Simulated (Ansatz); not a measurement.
# C₄H₈Si: a ladder of functionals and wavefunction methods, part 2 of 2

Ansatz 0.2.0, Gaussian basis; functionals in def2-TZVPP, the program's frozen cores in correlated methods.

## 14. CAM-B3LYP-D4 (range-separated)

in.yaml

```yaml
crystal:
  periodic: [false, false, false]
  atoms:
    - {symbol: C, position_ang: [-1.671742, 0.966225, -0.532924]}
    - {symbol: C, position_ang: [-1.315455, -0.115356, 0.154855]}
    - {symbol: C, position_ang: [-0.017598, -0.804114, 0.118094]}
    - {symbol: C, position_ang: [1.120151, -0.293677, -0.775590]}
    - {symbol: Si, position_ang: [1.439335, -0.061740, 1.027592]}
    - {symbol: H, position_ang: [-2.651456, 1.408421, -0.401981]}
    - {symbol: H, position_ang: [-1.011530, 1.447140, -1.245827]}
    - {symbol: H, position_ang: [-2.033620, -0.544302, 0.850690]}
    - {symbol: H, position_ang: [-0.088250, -1.887223, 0.187921]}
    - {symbol: H, position_ang: [0.903532, 0.571692, -1.392312]}
    - {symbol: H, position_ang: [1.674144, -1.058548, -1.309392]}
    - {symbol: H, position_ang: [2.413221, -0.940259, 1.711301]}
    - {symbol: H, position_ang: [1.259670, 1.276941, 1.622473]}
basis:
  gaussian: {orbitals: def2-TZVPP}
hamiltonian: {xc: {name: CAM-B3LYP}, dispersion: d4}
output: {orbitals: {seedname: orbitals}}
```

Launch:

```bash
$ ansatz run in.yaml --threads 4 --pin off --events-out ev --progress --plain --max-ram 10444MiB
```

What it wrote, shortened:

```text
Functional definition: CAM-B3LYP
  name "CAM-B3LYP"
  cite "Yanai, Tew & Handy, Chem. Phys. Lett. 393, 51 (2004) doi:10.1016/j.cplett.2004.06.011"
  cite "Iikura, Tsuneda, Yanai & Hirao, J. Chem. Phys. 115, 3540 (2001) doi:10.1063/1.1383587"
  cite "Becke, Phys. Rev. A 38, 3098 (1988) doi:10.1103/PhysRevA.38.3098"
  cite "Lee, Yang & Parr, Phys. Rev. B 37, 785 (1988) doi:10.1103/PhysRevB.37.785"
  cite "Vosko, Wilk & Nusair, Can. J. Phys. 58, 1200 (1980) doi:10.1139/p80-159"
[...]
  # Exact exchange under (alpha + beta erf(omega r))/r, Becke's under what is left of 1/r.
[...]
1483 factors; their error is unknown
387 factors; integrals over basis functions are off by at most 1.4e-5 eV
[...]
mean field -12153.74401451 eV, -446.6418544297 hartree, gradient 3.5e-5 eV, S^2 0.000000; 0 other end points of the search recorded, 0 dependent functions left out
reference -12153.74415810 eV, -446.6418597064 hartree; 23, 23 occupied and 255, 255 virtual orbitals, 1483 factors
Total energy: -12153.99040636 eV, -446.6509091631 hartree
```

Run time: 4 s. Hardware: 4 threads of Arm Neoverse V1, shared host; peak memory 0.78 GiB.

With the free atoms at this level, -12101.324 eV in sum, the atomisation energy is 5081.5 kJ/mol. HOMO -7.58 eV, LUMO 0.84 eV.

## 15. LC-ωPBE (range-separated)

in.yaml: that of step 14 with these lines changed.

```diff
@@ -18,3 +18,3 @@
   gaussian: {orbitals: def2-TZVPP}
-hamiltonian: {xc: {name: CAM-B3LYP}, dispersion: d4}
+hamiltonian: {xc: {name: LC-wPBE}}
 output: {orbitals: {seedname: orbitals}}
```

The command is unchanged.

What it wrote, shortened:

```text
Functional definition: LC-wPBE
  name "LC-wPBE"
  cite "Vydrov & Scuseria, J. Chem. Phys. 125, 234109 (2006) doi:10.1063/1.2409292"
  cite "Heyd & Scuseria, J. Chem. Phys. 120, 7274 (2004) doi:10.1063/1.1668634"
  cite "Ernzerhof & Perdew, J. Chem. Phys. 109, 3313 (1998) doi:10.1063/1.476928"
  cite "Perdew, Burke & Ernzerhof, Phys. Rev. Lett. 77, 3865 (1996) doi:10.1103/PhysRevLett.77.3865"
  parent pbe
[...]
1480 factors; their error is unknown
483 factors; integrals over basis functions are off by at most 2.7e-5 eV
[...]
mean field -12150.76296175 eV, -446.5323027614 hartree, gradient 3.4e-5 eV, S^2 0.000000; 0 other end points of the search recorded, 0 dependent functions left out
reference -12150.76296176 eV, -446.5323027617 hartree; 23, 23 occupied and 255, 255 virtual orbitals, 1480 factors
Total energy: -12150.76296176 eV, -446.5323027617 hartree
```

Wall time 3.2 s (4 threads of Arm Neoverse V1, shared host); peak memory 0.55 GiB.

With the free atoms at this level, -12098.366 eV in sum, the atomisation energy is 5055.5 kJ/mol. HOMO -8.88 eV, LUMO 1.93 eV.

## 16. ωB97X-V (range-separated)

in.yaml: that of step 15 with these lines changed.

```diff
@@ -18,3 +18,3 @@
   gaussian: {orbitals: def2-TZVPP}
-hamiltonian: {xc: {name: LC-wPBE}}
+hamiltonian: {xc: {name: wB97X-V}}
 output: {orbitals: {seedname: orbitals}}
```

Same command.

What it wrote, shortened:

```text
Functional definition: wB97X-V
  name "wB97X-V"
  cite "Mardirossian & Head-Gordon, Phys. Chem. Chem. Phys. 16, 9904 (2014) doi:10.1039/C3CP54374A"
  cite "Becke, J. Chem. Phys. 107, 8554 (1997) doi:10.1063/1.475007"
  cite "Vydrov & Van Voorhis, J. Chem. Phys. 133, 244103 (2010) doi:10.1063/1.3521275"
[...]
      + integral(e_c_pw_opposite_spin*poly(b97_u_opposite, cos0, cos1)) + vv10(b, c)
1483 factors; their error is unknown
376 factors; integrals over basis functions are off by at most 1.1e-5 eV
[...]
mean field -12153.71367534 eV, -446.6407394856 hartree, gradient 3.1e-5 eV, S^2 0.000000; 0 other end points of the search recorded, 0 dependent functions left out
reference -12153.71367308 eV, -446.6407394026 hartree; 23, 23 occupied and 255, 255 virtual orbitals, 1483 factors
Total energy: -12153.71367308 eV, -446.6407394026 hartree
```

Wall time 9.5 s (4 threads of Arm Neoverse V1, shared host); peak memory 0.86 GiB.

With the free atoms at this level, -12101.114 eV in sum, the atomisation energy is 5075.0 kJ/mol. HOMO -8.53 eV, LUMO 1.83 eV.

## 17. ωB97M-V (range-separated)

in.yaml: that of step 16 with these lines changed.

```diff
@@ -18,3 +18,3 @@
   gaussian: {orbitals: def2-TZVPP}
-hamiltonian: {xc: {name: wB97X-V}}
-output: {orbitals: {seedname: orbitals}}
+hamiltonian: {xc: {name: wB97M-V}}
+output: {forces: true, orbitals: {seedname: orbitals}}
```

The command is unchanged.

What it wrote, shortened:

```text
Functional definition: wB97M-V
  name "wB97M-V"
  cite "Mardirossian & Head-Gordon, J. Chem. Phys. 144, 214110 (2016) doi:10.1063/1.4952647"
  cite "Becke, J. Chem. Phys. 107, 8554 (1997) doi:10.1063/1.475007"
  cite "Vydrov & Van Voorhis, J. Chem. Phys. 133, 244103 (2010) doi:10.1063/1.3521275"
  # Of w^i u^j: cxij and so on, Table III.
[...]
  gx(w, u) = 1 - cx + cx01*u + cx10*w
  gss(w, u) = css00 + css04*u^4 + css10*w + css20*w^2 + css43*w^4*u^3
  gos(w, u) = cos00 + cos10*w + (cos20 + cos21*u)*w^2 + (cos60 + cos61*u)*w^6
[...]
      + integral(e_c_pw_mod_opposite_spin*gos(b97_w_opposite, b97_u_opposite)) + vv10(b, c)
1483 factors; their error is unknown
376 factors; integrals over basis functions are off by at most 1.1e-5 eV
[...]
Atom 3 at     1.120151    -0.293677    -0.775590 Å, force     0.155726     0.084851    -0.141154 eV/Å
Atom 4 at     1.439335    -0.061740     1.027592 Å, force     0.011907     0.011337     0.062370 eV/Å
Atom 5 at    -2.651456     1.408421    -0.401981 Å, force     0.071761    -0.039026    -0.003278 eV/Å
Atom 6 at    -1.011530     1.447140    -1.245827 Å, force    -0.044944    -0.044043     0.051593 eV/Å
Atom 7 at    -2.033620    -0.544302     0.850690 Å, force     0.041528     0.043686    -0.057713 eV/Å
Atom 8 at    -0.088250    -1.887223     0.187921 Å, force    -0.005832     0.089564    -0.039569 eV/Å
Atom 9 at     0.903532     0.571692    -1.392312 Å, force     0.015321    -0.079504     0.037632 eV/Å
Atom 10 at     1.674144    -1.058548    -1.309392 Å, force    -0.054135     0.059436     0.031425 eV/Å
Atom 11 at     2.413221    -0.940259     1.711301 Å, force    -0.119898     0.106717    -0.081715 eV/Å
Atom 12 at     1.259670     1.276941     1.622473 Å, force     0.018279    -0.154139    -0.069036 eV/Å
Dipole moment:     0.121225    -0.082439     0.070892 e Å
```

It took 14 s on 4 threads of Arm Neoverse V1, shared host; peak memory 1.1 GiB.

Atomisation energy: 5079.6 kJ/mol (free atoms -12100.657 eV, run apart). HOMO -8.43 eV, LUMO 1.58 eV.

## 18. B2PLYP (double hybrid)

in.yaml: that of step 17 with these lines changed.

```diff
@@ -18,3 +18,2 @@
   gaussian: {orbitals: def2-TZVPP}
-hamiltonian: {xc: {name: wB97M-V}}
-output: {forces: true, orbitals: {seedname: orbitals}}
+hamiltonian: {xc: {name: B2PLYP}}
```

Same command.

What it wrote, shortened:

```text
Functional definition: B2PLYP
  name "B2PLYP"
  cite "Grimme, J. Chem. Phys. 124, 034108 (2006) doi:10.1063/1.2148954"
  cite "Becke, Phys. Rev. A 38, 3098 (1988) doi:10.1103/PhysRevA.38.3098"
  cite "Lee, Yang & Parr, Phys. Rev. B 37, 785 (1988) doi:10.1103/PhysRevB.37.785"
[...]
1613 factors; integrals over basis functions are off by at most 9.9e-4 eV
[...]
mean field -12141.72544590 eV, -446.2001801796 hartree, gradient 1.7e-6 eV, S^2 0.000000; 0 other end points of the search recorded, 0 dependent functions left out
9 core orbitals not correlated: weight in the atoms' cores, before any rotation towards them, 1.000 or more for the frozen orbitals, at most 0.000 for the correlated occupied ones
reference -12141.72563125 eV, -446.2001869912 hartree; 14, 14 occupied and 255, 255 virtual orbitals, 1613 factors
second order -26.20881098 eV of doubles, -0.00000000 eV of singles
Total energy: -12148.80201022 eV, -446.4602391217 hartree
```

Run time: 7 s. Hardware: 4 threads of Arm Neoverse V1, shared host; peak memory 0.77 GiB.

With the free atoms at this level, -12096.831 eV in sum, the atomisation energy is 5014.4 kJ/mol.

## 19. PBE-QIDH (double hybrid)

in.yaml: that of step 18 with these lines changed.

```diff
@@ -18,2 +18,2 @@
   gaussian: {orbitals: def2-TZVPP}
-hamiltonian: {xc: {name: B2PLYP}}
+hamiltonian: {xc: {name: PBE-QIDH}}
```

Launched as before.

What it wrote, shortened:

```text
Functional definition: PBE-QIDH
  name "PBE-QIDH"
  cite "Brémond, Sancho-García, Pérez-Jiménez & Adamo, J. Chem. Phys. 141, 031101 (2014) doi:10.1063/1.4890314"
  cite "Perdew, Burke & Ernzerhof, Phys. Rev. Lett. 77, 3865 (1996) doi:10.1103/PhysRevLett.77.3865"
[...]
1613 factors; integrals over basis functions are off by at most 9.9e-4 eV
[...]
mean field -12136.44548538 eV, -446.0061452094 hartree, gradient 2.2e-6 eV, S^2 0.000000; 0 other end points of the search recorded, 0 dependent functions left out
9 core orbitals not correlated: weight in the atoms' cores, before any rotation towards them, 1.000 or more for the frozen orbitals, at most 0.000 for the correlated occupied ones
reference -12136.44549918 eV, -446.0061457166 hartree; 14, 14 occupied and 255, 255 virtual orbitals, 1613 factors
second order -24.29215706 eV of doubles, -0.00000000 eV of singles
Total energy: -12144.54288487 eV, -446.3037191521 hartree
```

Wall time 7 s (4 threads of Arm Neoverse V1, shared host); peak memory 0.76 GiB.

Atomisation energy: 5061.2 kJ/mol (free atoms -12092.087 eV, run apart).

## 20. Frontier levels by functional

Dipoles come from the runs that computed forces. Levels are read from the orbital files that the runs wrote:

| functional | HOMO (eV) | LUMO (eV) | gap (eV) | dipole (D) |
| --- | --- | --- | --- | --- |
| LDA (SPW92) | -5.53 | -1.25 | 4.27 |  |
| PBE-D4 | -5.36 | -1.04 | 4.32 | 0.71 |
| revPBE-D4 | -5.30 | -0.96 | 4.34 |  |
| BLYP-D4 | -5.20 | -0.91 | 4.29 |  |
| r2SCAN-D4 | -5.51 | -0.80 | 4.71 | 0.75 |
| B97M-V | -5.55 | -0.85 | 4.70 |  |
| PBE0-D4 | -6.35 | -0.17 | 6.18 |  |
| B3LYP-D4 | -6.15 | -0.38 | 5.77 | 0.78 |
| r2SCANh-D4 | -5.89 | -0.49 | 5.40 |  |
| r2SCAN0-D4 | -6.46 | -0.03 | 6.43 |  |
| HSE06-D4 | -5.96 | -0.54 | 5.41 |  |
| BHLYP-D4 | -7.21 | 0.73 | 7.94 |  |
| CAM-B3LYP-D4 | -7.58 | 0.84 | 8.42 |  |
| LC-ωPBE | -8.88 | 1.93 | 10.81 |  |
| ωB97X-V | -8.53 | 1.83 | 10.37 |  |
| ωB97M-V | -8.43 | 1.58 | 10.01 | 0.78 |

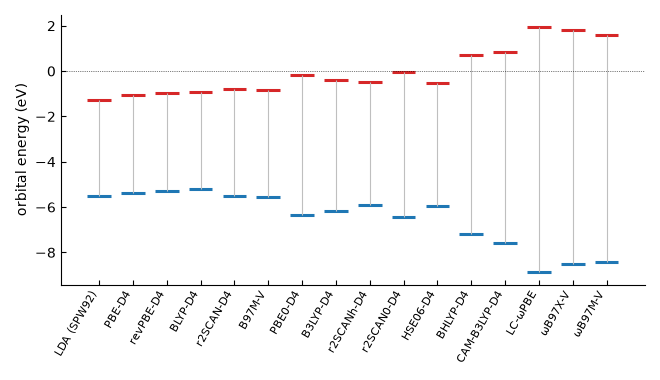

Highest occupied (blue) and lowest empty (red) level by functional.

## 21. CCSD(T) in def2-SVP

in.yaml: that of step 19 with these lines changed.

```diff
@@ -17,3 +17,3 @@
 basis:
-  gaussian: {orbitals: def2-TZVPP}
-hamiltonian: {xc: {name: PBE-QIDH}}
+  gaussian: {orbitals: def2-SVP}
+correlation: {method: ccsd_t}
```

Same command.

What it wrote, shortened:

```text
Functional definition: HF
  name "HF"
  cite "Fock, Z. Phys. 61, 126 (1930) doi:10.1007/BF01340294"
  parent pbe
[...]
1162 factors; integrals over basis functions are off by at most 1.5e-3 eV
[...]
mean field -12103.17001662 eV, -444.7832942875 hartree, gradient 1.9e-6 eV, S^2 0.000000; 0 other end points of the search recorded, 0 dependent functions left out
9 core orbitals not correlated: weight in the atoms' cores, before any rotation towards them, 1.000 or more for the frozen orbitals, at most 0.000 for the correlated occupied ones
reference -12103.17001662 eV, -444.7832942875 hartree; 14, 14 occupied and 91, 91 virtual orbitals, 1162 factors
second order -17.57272370 eV of doubles, -0.00000000 eV of singles
cycle   1  -18.53077479 eV  change   -9.6e-1 eV  update   9.7e-2
[...]
cycle   9  -19.18246672 eV  change    1.4e-5 eV  update   1.8e-5
perturbative correction -0.69405976 eV, -0.0255062258 hartree
Total energy: -12123.04654311 eV, -445.5137431630 hartree
```

Wall time 6 s (4 threads of Arm Neoverse V1, shared host); peak memory 0.53 GiB.

## 22. CCSD(T) in def2-TZVPP

in.yaml: that of step 21 with these lines changed.

```diff
@@ -17,3 +17,4 @@
 basis:
-  gaussian: {orbitals: def2-SVP}
+  gaussian: {orbitals: def2-TZVPP}
 correlation: {method: ccsd_t}
+output: {orbitals: {seedname: orbitals}}
```

Same command.

What it wrote, shortened:

```text
Functional definition: HF
  name "HF"
  cite "Fock, Z. Phys. 61, 126 (1930) doi:10.1007/BF01340294"
  parent pbe
[...]
1613 factors; integrals over basis functions are off by at most 9.9e-4 eV
[...]
mean field -12110.63132422 eV, -445.0574922844 hartree, gradient 2.0e-6 eV, S^2 0.000000; 0 other end points of the search recorded, 0 dependent functions left out
9 core orbitals not correlated: weight in the atoms' cores, before any rotation towards them, 1.000 or more for the frozen orbitals, at most 0.000 for the correlated occupied ones
reference -12110.63132422 eV, -445.0574922844 hartree; 14, 14 occupied and 255, 255 virtual orbitals, 1613 factors
second order -21.45832902 eV of doubles, -0.00000000 eV of singles
cycle   1  -22.08762431 eV  change   -6.3e-1 eV  update   1.0e-1
[...]
cycle   9  -22.77918513 eV  change   -8.4e-6 eV  update   2.5e-5
perturbative correction -1.04033320 eV, -0.0382315400 hartree
Total energy: -12134.45084255 eV, -445.9328434375 hartree
```

Wall time 3.3 min (4 threads of Arm Neoverse V1, shared host); peak memory 7.7 GiB.

## 23. MP2 in def2-QZVPP

in.yaml: that of step 22 with these lines changed.

```diff
@@ -17,4 +17,3 @@
 basis:
-  gaussian: {orbitals: def2-TZVPP}
-correlation: {method: ccsd_t}
-output: {orbitals: {seedname: orbitals}}
+  gaussian: {orbitals: "def2-QZVPP.json"}
+correlation: {method: mp2}
```

Launched as before.

What it wrote:

```text
Functional definition: HF
  name "HF"
  cite "Fock, Z. Phys. 61, 126 (1930) doi:10.1007/BF01340294"
  parent pbe
  exchange = exact_x
  correlation = 0
3177 factors; integrals over basis functions are off by at most 9.0e-4 eV
mean field evaluation 1: about -12105.6411 eV, gradient 4.3e1 eV
mean field evaluation 2: about -12105.7997 eV, gradient 4.3e1 eV
mean field evaluation 4: about -12110.9790 eV, gradient 4.8e0 eV
mean field evaluation 8: about -12111.0669 eV, gradient 3.5e-1 eV
mean field -12111.06746921 eV, -445.0735203171 hartree, gradient 2.2e-6 eV, S^2 0.000000; 0 other end points of the search recorded, 0 dependent functions left out
9 core orbitals not correlated: weight in the atoms' cores, before any rotation towards them, 1.000 or more for the frozen orbitals, at most 0.000 for the correlated occupied ones
reference -12111.06746921 eV, -445.0735203171 hartree; 14, 14 occupied and 515, 515 virtual orbitals, 3177 factors
second order -22.82669785 eV of doubles, -0.00000000 eV of singles
Total energy: -12133.89416706 eV, -445.9123859906 hartree
```

It took 32 s on 4 threads of Arm Neoverse V1, shared host; peak memory 4 GiB.

Energy pieces by basis (eV):

| basis | HF | MP2 correlation | CCSD correlation | (T) | total |
| --- | --- | --- | --- | --- | --- |
| def2-SVP | -12103.1700 | -17.5727 | -19.1825 | -0.6941 | -12123.0465 |
| def2-TZVPP | -12110.6313 | -21.4583 | -22.7792 | -1.0403 | -12134.4508 |
| def2-QZVPP | -12111.0675 | -22.8267 |  |  | -12133.8942 (MP2) |

The report of the def2-TZVPP run gives T1 = 0.0114.

## 24. From triple and quadruple zeta to the limit

No new run: Hartree-Fock is extrapolated as exp(−7.88√X) and correlation as X^−2.97, with X = 3 and 4; only MP2 was run in the larger set, so CCSD(T) minus MP2 is added from the smaller one.

| level | energy at the limit (eV) |
| --- | --- |
| HF | -12111.1275 |
| MP2 | -12134.9678 |
| CCSD | -12136.2887 |
| CCSD(T) | -12137.3290 |

## 25. RPA on PBE orbitals

in.yaml: that of step 23 with these lines changed.

```diff
@@ -17,3 +17,4 @@
 basis:
-  gaussian: {orbitals: "def2-QZVPP.json"}
-correlation: {method: mp2}
+  gaussian: {orbitals: def2-TZVPP}
+hamiltonian: {xc: pbe}
+correlation: {method: rpa}
```

Launched as before.

What it wrote, shortened:

```text
Functional definition: PBE
  name "PBE"
  cite "Perdew, Burke & Ernzerhof, Phys. Rev. Lett. 77, 3865 (1996) doi:10.1103/PhysRevLett.77.3865"
  parent pbe
[...]
1613 factors; integrals over basis functions are off by at most 9.9e-4 eV
[...]
mean field -12146.14416712 eV, -446.3625651896 hartree, gradient 2.0e-6 eV, S^2 0.000000; 0 other end points of the search recorded, 0 dependent functions left out
9 core orbitals not correlated: weight in the atoms' cores, before any rotation towards them, 1.000 or more for the frozen orbitals, at most 0.000 for the correlated occupied ones
reference -12109.19323094 eV, -445.0046433311 hartree; 14, 14 occupied and 255, 255 virtual orbitals, 1613 factors
Total energy: -12145.61542087 eV, -446.3431341231 hartree
```

Run time: 6 s. Hardware: 4 threads of Arm Neoverse V1, shared host; peak memory 0.84 GiB.

RPA correlation: -36.422 eV. No RPA run of the hydrogen atom was made, so RPA has no atomisation energy below.

## 26. Atomisation energies

Atomisation energy = energies of 4 C, 1 Si, 8 H (separate runs, same level) minus the molecule's; electronic only, no spin-orbit term.

| method | rung | atoms, summed (eV) | atomisation energy (kJ/mol) | from CCSD(T)/CBS (kJ/mol) | time |
| --- | --- | --- | --- | --- | --- |
| LDA (SPW92) | LDA | -12024.488 | 5761.7 | +702.8 | 1.6 s |
| PBE-D4 | GGA | -12092.841 | 5170.9 | +112.0 | 3.2 s |
| revPBE-D4 | GGA | -12101.741 | 5062.8 | +3.9 | 2.7 s |
| BLYP-D4 | GGA | -12102.103 | 5046.4 | -12.5 | 2.9 s |
| r2SCAN-D4 | meta-GGA | -12100.151 | 5087.3 | +28.4 | 6.5 s |
| B97M-V | meta-GGA | -12101.686 | 5089.5 | +30.6 | 11 s |
| PBE0-D4 | hybrid | -12094.897 | 5104.5 | +45.6 | 3.4 s |
| B3LYP-D4 | hybrid | -12104.910 | 5069.0 | +10.1 | 6 s |
| r2SCANh-D4 | hybrid | -12100.176 | 5064.6 | +5.7 | 6 s |
| r2SCAN0-D4 | hybrid | -12100.222 | 5032.5 | -26.4 | 6 s |
| HSE06-D4 | hybrid | -12094.399 | 5107.8 | +48.9 | 3.8 s |
| BHLYP-D4 | hybrid | -12102.436 | 4948.4 | -110.5 | 3.7 s |
| CAM-B3LYP-D4 | range-separated | -12101.324 | 5081.5 | +22.6 | 4 s |
| LC-ωPBE | range-separated | -12098.366 | 5055.5 | -3.4 | 3.2 s |
| ωB97X-V | range-separated | -12101.114 | 5075.0 | +16.1 | 9.5 s |
| ωB97M-V | range-separated | -12100.657 | 5079.6 | +20.7 | 14 s |
| B2PLYP | double hybrid | -12096.831 | 5014.4 | -44.5 | 7 s |
| PBE-QIDH | double hybrid | -12092.087 | 5061.2 | +2.3 | 7 s |
| HF/def2-TZVPP | wavefunction | -12071.494 | 3776.1 | -1282.8 |  |
| MP2/def2-TZVPP | wavefunction | -12080.215 | 5005.1 | -53.8 |  |
| CCSD/def2-TZVPP | wavefunction | -12082.935 | 4870.1 | -188.8 |  |
| CCSD(T)/def2-SVP | wavefunction | -12072.914 | 4837.0 | -221.9 | 6 s |
| CCSD(T)/def2-TZVPP | wavefunction | -12083.224 | 4942.6 | -116.3 | 3.3 min |
| MP2/CBS | wavefunction | -12081.888 | 5121.4 | +62.5 |  |
| CCSD(T)/CBS | wavefunction | -12084.897 | 5058.9 | 0 | 3.8 min |

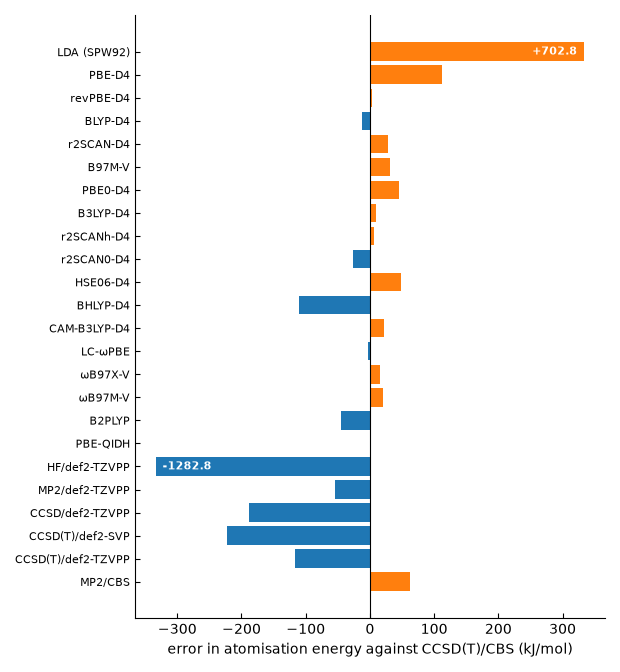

How far each level lands from CCSD(T)/CBS. Bars with a number in them are cut short.

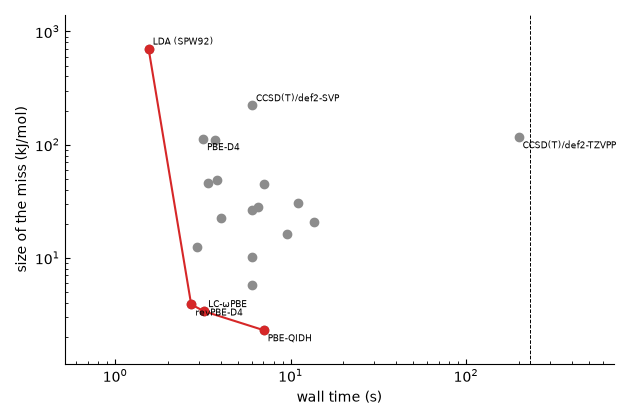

Accuracy for the time spent; red marks the levels that beat every quicker one drawn (of those quicker than the yardstick), and the dashed line is the time of CCSD(T)/CBS. Only those levels and the largest misses are named. Times are from a shared host.

LDA (SPW92), LC-ωPBE, B2PLYP, PBE-QIDH carry no dispersion term (for B3LYP, D4 adds 44.9 kJ/mol).

Times are those of the molecule's run; HF, MP2 and CCSD come out of the CCSD(T) runs, and the limit's time is the sum of the runs that it needs.

## 27. Summary of results

The summary covers parts 1 to 2.

```
                               quantity                                                                                        value
        atomisation energy, CCSD(T)/CBS                                                                                5058.9 kJ/mol
 functionals within 25.3 kJ/mol (0.5 %)  revPBE-D4, BLYP-D4, B3LYP-D4, r2SCANh-D4, CAM-B3LYP-D4, LC-ωPBE, ωB97X-V, ωB97M-V, PBE-QIDH
                    farthest beyond LDA                                                                       PBE-D4 (+112.0 kJ/mol)
                mean size of error, GGA                                                                                  42.8 kJ/mol
           mean size of error, meta-GGA                                                                                  29.5 kJ/mol
             mean size of error, hybrid                                                                                  41.2 kJ/mol
    mean size of error, range-separated                                                                                  15.7 kJ/mol
      mean size of error, double hybrid                                                                                  23.4 kJ/mol
              gap, smallest and largest                                                    4.27 eV (LDA (SPW92)), 10.81 eV (LC-ωPBE)
                          T1 diagnostic                                                                                       0.0114
triples share of the correlation energy                                                                                        4.4 %
```

What this shows: The LDA atomisation energy is off by 702.8 kJ/mol (14 %): it overbinds. PBE-D4 misses by +112.0 kJ/mol. Double hybrids carry the basis error of their MP2 part in triple zeta, and no dispersion term here, so their miss is partly the set-up's. The rungs range-separated, double hybrid miss on average by less than the doubt on the reference (25.3 kJ/mol), so they tie. The reference freezes the cores and leaves out relativity and excitations past (T), so misses under about 25.3 kJ/mol can't be ranked. Hartree-Fock recovers 75 % of the binding; the rest is correlation. CCSD(T) in def2-SVP is off by -221.9 kJ/mol, worse than the median functional, from the basis alone. The gap grows from 4.3 to 10.8 eV across the functionals, mostly with the share of exact exchange.

PBE-QIDH reaches 2.3 kJ/mol from the reference in 7 s, where CCSD(T)/CBS took 3.8 min; the quickest level in the cost chart, LDA (SPW92), takes 1.6 s and misses by 702.8 kJ/mol.
